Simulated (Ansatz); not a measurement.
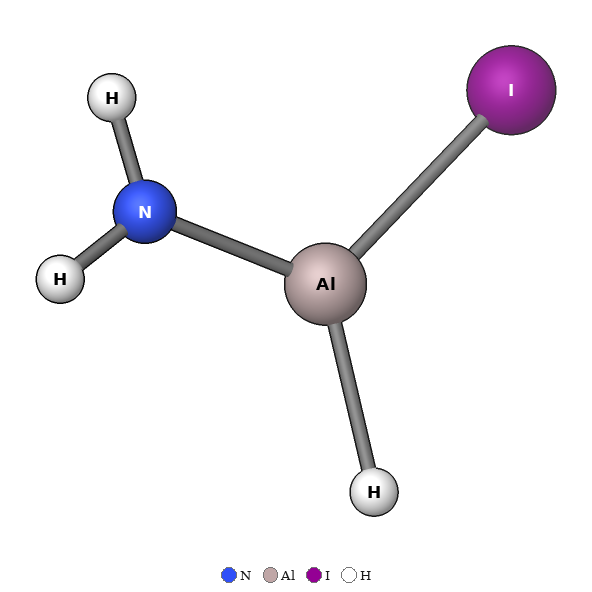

Geometry: moved along internal coordinates away from the minimum. Program: Ansatz 0.2.0.

Tabulate dipole (D) at these levels: B3LYP-D4/def2-TZVPP; PBE-D4/def2-TZVPP; PBE0-D4/def2-TZVPP; r2SCAN-D4/def2-TZVPP.

```csv
level,dipole (D)
B3LYP-D4/def2-TZVPP,2.08
PBE-D4/def2-TZVPP,2.08
PBE0-D4/def2-TZVPP,2.08
r2SCAN-D4/def2-TZVPP,2.13
```
